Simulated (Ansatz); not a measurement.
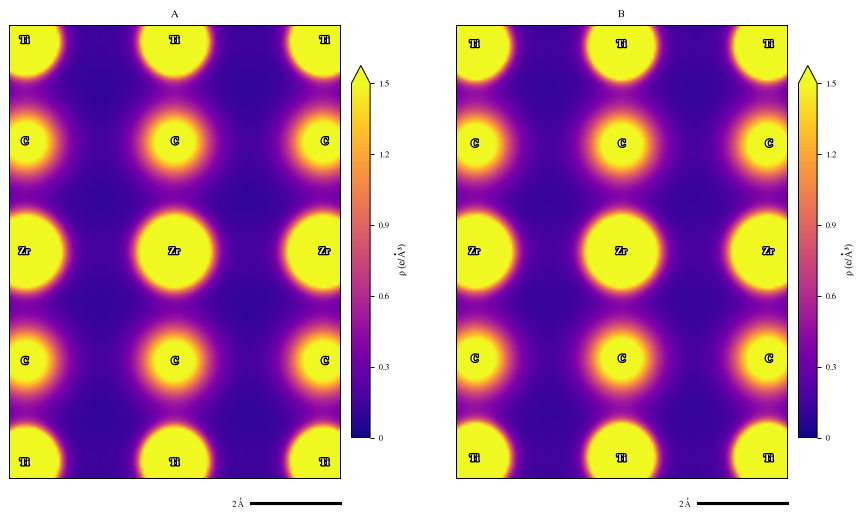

Zr3TiC4. The valence pseudo-density of two cells that differ in size, on the (010) plane of each (indices in the axes of the calculation cell), at one length scale and on one colour scale: A has 13.2 Å³ an atom and B 12.4.

Space group P4/mmm; a structure generated by program, which may or may not match a known phase; computed without spin polarisation.

These are results of Ansatz 0.2.0, DFT PBE, scalar-relativistic, plane waves, PAW, not measurements.

In a PAW calculation such maps are meaningful between the atoms, not at the nuclei.

The larger cell:

```xyz
8
Lattice="3.3441 0.0000 0.0000 0.0000 3.3441 0.0000 0.0000 0.0000 9.4133" Properties=species:S:1:pos:R:3 pbc="T T T"
Zr    0.0000    0.0000    2.2779
Zr    1.6720    1.6720    4.7067
Zr    0.0000    0.0000    7.1354
Ti    1.6720    1.6720    0.0000
C     0.0000    0.0000    0.0000
C     1.6720    1.6720    2.2577
C     0.0000    0.0000    4.7067
C     1.6720    1.6720    7.1556
```

The smaller cell: a = 3.280 Å, b = 3.280 Å, c = 9.233 Å, α = 90.00°, β = 90.00°, γ = 90.00°.

What does the compression do to the bonding and the properties?

From the larger cell to the smaller, Zr–C goes from 2.45 to 2.40 Å, and the density at its midpoint from 0.37 to 0.41 e/Å³; Ti–C goes from 2.26 to 2.22 Å, and the density at its midpoint from 0.44 to 0.47 e/Å³; the pressure goes from −12 to 0.0 GPa.
